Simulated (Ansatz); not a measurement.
Zr$_{2}$Si$_{2}$C

The calculation's input:

```
crystal:
  lattice:
    - [3.5235576907, 0.0, 0.0]
    - [-1.7617788454, 3.0514904719, 0.0]
    - [0.0, 0.0, 7.3873737363]
  atoms:
    - { symbol: Zr, position: [0.3333333333, 0.6666666667, 0.8324081098] }
    - { symbol: Zr, position: [0.6666666667, 0.3333333333, 0.1675918902] }
    - { symbol: Si, position: [0.3333333333, 0.6666666667, 0.4250938002] }
    - { symbol: Si, position: [0.6666666667, 0.3333333333, 0.5749061998] }
    - { symbol: C, position: [0.0, 0.0, 0.0] }
basis:
  ecutwfc: 420
kpoints:
  mp_grid: { grid: [12, 12, 6] }
hamiltonian:
  xc: pbe
scf:
  occupations: { method: gaussian, width: 0.1 }
output:
  forces: true
  stress: true
  eigenvalues: true
  write_density: true
  write_potential: true
  elf: true
  volumetric_format: npy
relax:
  adjacent_minimum: "off"
  f_tol: 0.01
  max_steps: 80
  cell: { stress_tol: 0.05 }
```

Command:

```sh
ansatz run input.yaml --threads 1 --pin off --max-ram 2560MiB --backend cpu --events-out ev --progress --plain --runs-dir out
```

Below, planes, directions and counts refer to the conventional cell (a = 3.52 Å, b = 3.52 Å, c = 7.42 Å, α = 90.00°, β = 90.00°, γ = 120.00°).

The fields are those of the relaxed geometry.

Space group P-3m1; a structure generated by program, which may or may not match a known phase.

Theory: DFT PBE, scalar-relativistic, plane waves, PAW (Ansatz).

### What will maps of the valence pseudo-density and electron localisation function show?

Si–Si (2.32 Å): ρ at the midpoint is about 0.54 e/Å³; the ELF peaks at about 0.90 between the atoms.
Zr–C (2.38 Å): ρ at the midpoint is about 0.42 e/Å³; the ELF peaks at about 0.80 in the valence shell of C, 0.7 Å from its nucleus, and is about 0.20 at the midpoint: no shared electron pair shows on this line.
Zr–Si (2.79 Å): ρ at the midpoint is about 0.27 e/Å³; the ELF peaks at about 0.80 in the valence shell of Si, 0.9 Å from its nucleus, and is about 0.30 at the midpoint.
Zr–Zr (3.21 Å): the density is about 0.18 e/Å³ at the midpoint; the ELF is about 0.20 at the midpoint; no localised pair shows between them.

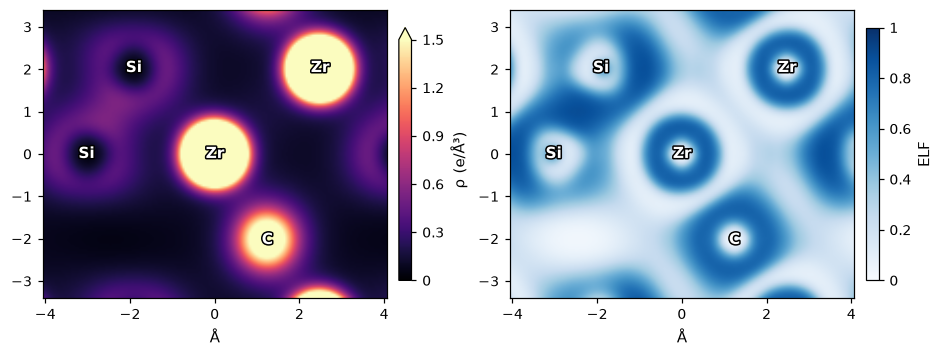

Computed valence pseudo-density and electron localisation function on the (110) plane of the conventional cell, in this order. 
